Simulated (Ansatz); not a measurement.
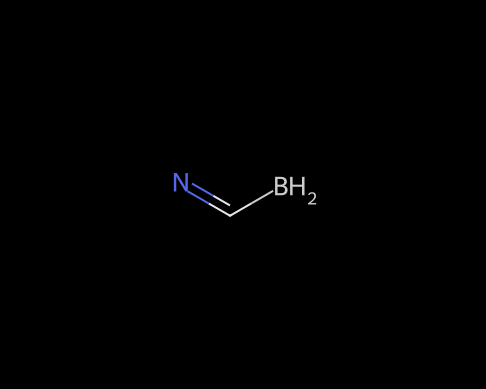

Skeletal drawing of a molecule. The species is neutral and a spin doublet.

> Transcribe the drawing into SMILES.

BC=[N]

> Give the formula, hydrogens included.

CH3BN.

The parts below concern this one geometry. Atoms keep their numbers from picture to picture. The computed structure is the end point of a PBE0-D4/def2-TZVP optimisation. No frequency run is at hand to confirm it as a minimum.

**Charges**

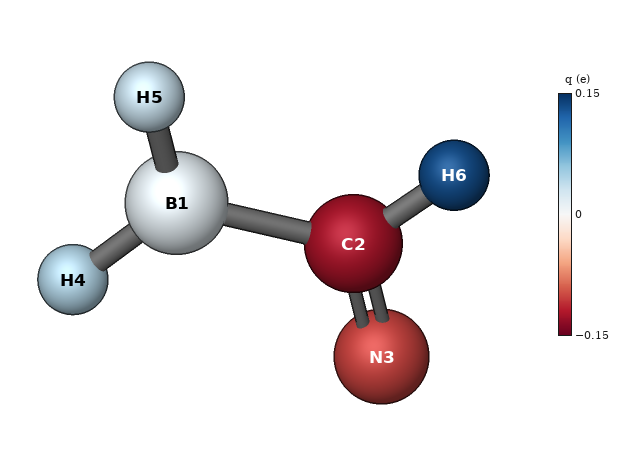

Atoms are coloured by their Mulliken charges. No frequency run is at hand to confirm it as a minimum. Level of theory: UKS PBE0-D4/def2-TZVP (Ansatz 0.2.0).

> Which atom carries the highest charge (most positive or least negative)?

H6 (0.13 e).

> And the lowest?

C2 (−0.12 e).

List the Mulliken charges.

```json
{"atom": "B1", "value (e)": "0.01"}
{"atom": "C2", "value (e)": "−0.12"}
{"atom": "N3", "value (e)": "−0.10"}
{"atom": "H4", "value (e)": "0.04"}
{"atom": "H5", "value (e)": "0.03"}
{"atom": "H6", "value (e)": "0.13"}
```

**Electronic properties**

No frequency run is at hand to confirm it as a minimum. Method: UKS PBE-D4/def2-TZVPP (Ansatz 0.2.0).

> Estimate the ⟨S²⟩ of the determinant.

0.756.

**Dipole moment**

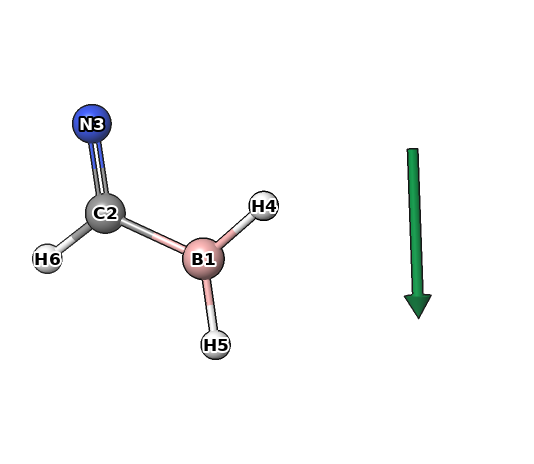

The arrow beside the molecule shows the direction of the dipole moment, from the negative to the positive end (its length means nothing). No frequency run is at hand to confirm it as a minimum. Properties computed with UKS PBE0-D4/def2-TZVP (Ansatz 0.2.0).

> Estimate the dipole moment.

2.04 D; it points from the side of N3 to the side of H5 (the outermost atoms at the two ends).

Mulliken values depend strongly on the basis set and can even reverse the polarity of a bond.
